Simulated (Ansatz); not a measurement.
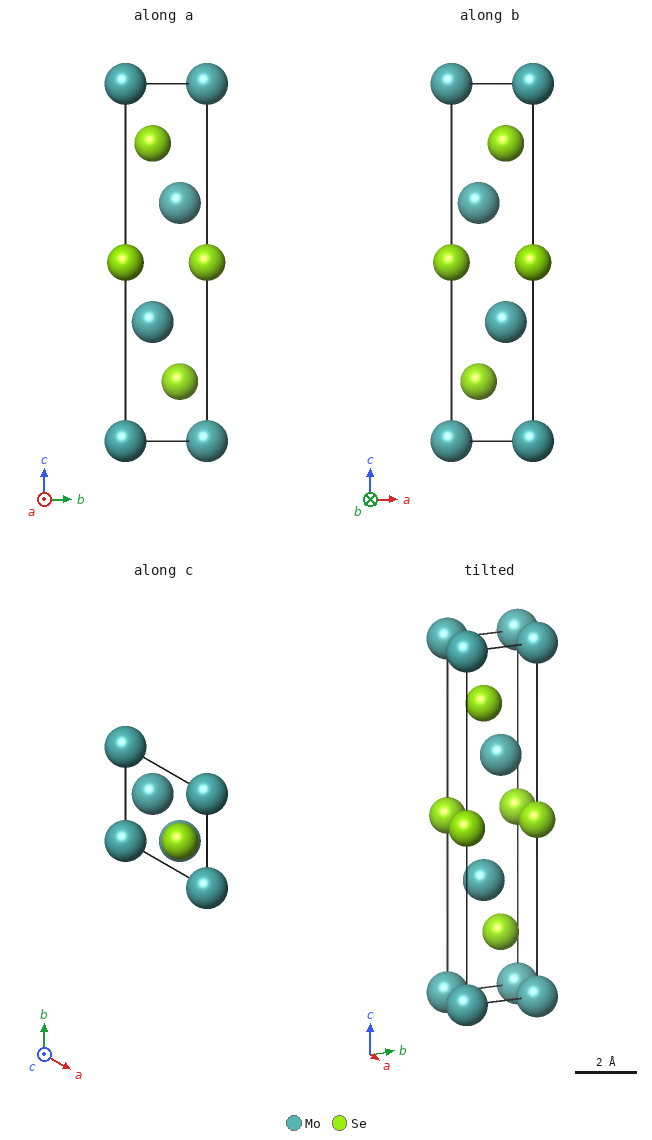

Crystal structure, spheres-only style, seen along the a axis, along the b axis, along the c axis and slightly off an axis. The lines enclose the conventional unit cell; boundary atoms appear with their images.

Lattice parameters: a = 3.101 Å, b = 3.101 Å, c = 11.764 Å, α = 90.00°, β = 90.00°, γ = 120.00°.

Turn the picture into a table of Wyckoff sites.

Space group R-3m:H (No. 166).
| atom | site | x | y | z |
| --- | --- | --- | --- | --- |
| Mo | 3a | 0.0000 | 0.0000 | 0.0000 |
| Se | 3b | 0.3333 | 0.6667 | 0.1667 |

The initial geometry was a textbook structure type filled with these elements (whether it is the usual form wasn't checked). This is the structure after a relaxation with DFT PBE, scalar-relativistic, plane waves, PAW (Ansatz 0.2.0).
